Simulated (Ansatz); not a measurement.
**TiTe2, pressure series**

Base system: TiTe$_{2}$ in the CdI2 type structure (space group P-3m1, No. 164; layered, stacked along the Cartesian z axis).

```
CELL_PARAMETERS angstrom
      3.69732     0.00000     0.00000
     -1.84866     3.20197     0.00000
      0.00000     0.00000     6.38398
ATOMIC_POSITIONS crystal
  Ti 0.00000 0.00000 0.00000
  Te 0.33333 0.66667 0.27110
  Te 0.66667 0.33333 0.72890
```

Cell and atoms are relaxed at each pressure.

Levels (all Ansatz, an electronic-structure program, PAW): PBE-D3(BJ) (420 eV, without spin-orbit coupling); r2SCAN+rVV10 (500 eV, without spin-orbit coupling).

The base cell above is that of PBE-D3(BJ); each level relaxes its own structures.

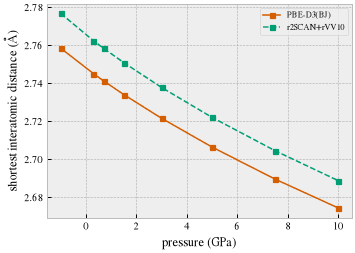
*Shortest interatomic distance under two levels*

**Question.** How do the two levels compare along the series?

**Answer.** PBE-D3(BJ) lies below r2SCAN+rVV10 in every row, by 0.014 Å to 0.018 Å. They put the cases in the same order.

Load acts through the strain it causes; cell and atoms are relaxed under it. Whether these cells are dynamically stable was not tested. No other phases were tried under pressure. The final runs are not spin-polarised.
